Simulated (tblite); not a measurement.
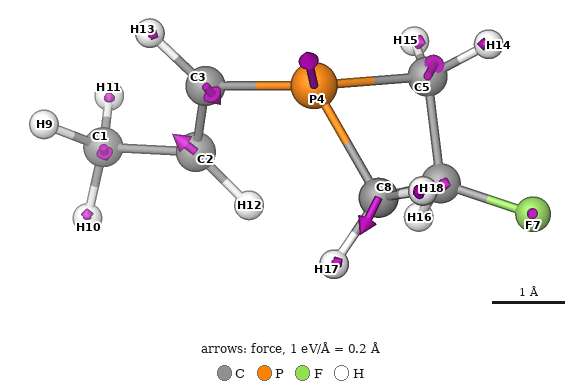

Starting geometry of C6H10FP with the computed forces as purple arrows. The picture is a ball-and-stick view, seen at a tilt.

The calculation used tblite, GFN2-xTB geometry optimisation, gas phase. 

Is this structure relaxed? If not, where do the atoms go?

It isn't relaxed: the largest force vector, on the P atom, is 4.42 eV/Å. The final displacements have little in common with the starting forces (cosine between the two patterns 0.16). An H atom moves most after the best rigid fit: 1.71 Å. By element the largest moves are H 1.71 Å, C 0.55 Å, F 0.53 Å, P 0.32 Å. Some distances before and after: C–P 1.824 → 1.883 Å, C–H 1.125 → 1.090 Å, C–C 1.496 → 1.525 Å, C–C 1.511 → 1.490 Å. Among the angles between lasting bonds that change: C–P–C 117.9° → 97.1°, C–P–C 118.6° → 99.0°, C–C–C 115.0° → 124.5°. Groups turn about C–P by about 80°, C–C by about 35°. After 165 geometry steps the energy has fallen by 115.7 kJ/mol. The run took 1.1 s on 1 thread of Arm Neoverse V1 (shared host).
